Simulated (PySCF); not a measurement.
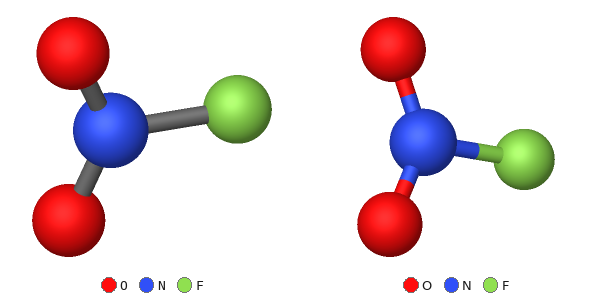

The same structure drawn twice, from different directions.

Describe the molecule.

Formula NO₂F. SMILES: `O=[N+]([O-])F`. This geometry has C2v symmetry. All atoms lie on one plane. Coordination: 1 N trigonal planar.

The parts below concern this one geometry. Atoms keep their numbers from picture to picture. Computed geometry: PBE0-D3(BJ)/def2-SVP optimisation. No frequency run is at hand to confirm it as a minimum.

Spin–spin coupling

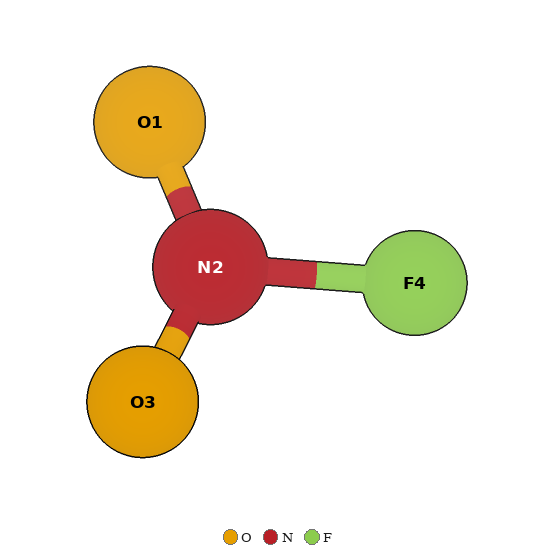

No frequency run is at hand to confirm it as a minimum. Properties computed with PBE0/pcJ-1 indirect spin-spin coupling, non-relativistic, gas phase (PySCF 2.14.0). Isotopes: 19F, 15N, 17O.

Give the spin–spin coupling constants of these pairs, with the number of bonds between them: O1/N2, N2/O3, N2/F4, O1/O3, O1/F4, O3/F4.

| pair | bonds apart | J (Hz) |
| --- | --- | --- |
| O1, N2 | 1 | −44.4 |
| N2, O3 | 1 | −44.4 |
| N2, F4 | 1 | 222.1 |
| O1, O3 | 2 | 0.8 |
| O1, F4 | 2 | 82.6 |
| O3, F4 | 2 | 82.6 |

Density functionals are unreliable for couplings to fluorine, so those rows may be far off.

Quadrupole coupling

No frequency run is at hand to confirm it as a minimum. Electric field gradients from the ground-state density, LDA/pcJ-1 (PySCF 2.14.0), non-relativistic apart from any core potentials.

Give the largest field-gradient component, the quadrupole coupling constant and the asymmetry for 17O at O1 (Q = −25.6 mb), 14N at N2 (Q = 20.44 mb).

```json
{"atom": "O1", "V_zz (a.u.)": "−1.840", "e²qQ/h (MHz)": "11.07", "η": "0.78"}
{"atom": "N2", "V_zz (a.u.)": "0.312", "e²qQ/h (MHz)": "1.50", "η": "0.29"}
```

Electronic properties

No frequency run is at hand to confirm it as a minimum. Properties computed with B97-2/pcJ-1, gas phase (PySCF 2.14.0).

What is the LUMO energy (Kohn–Sham orbital)?

−2.72 eV.

Estimate the HOMO energy (Kohn–Sham orbital).

−10.10 eV.

What is the dipole moment?

0.22 D.
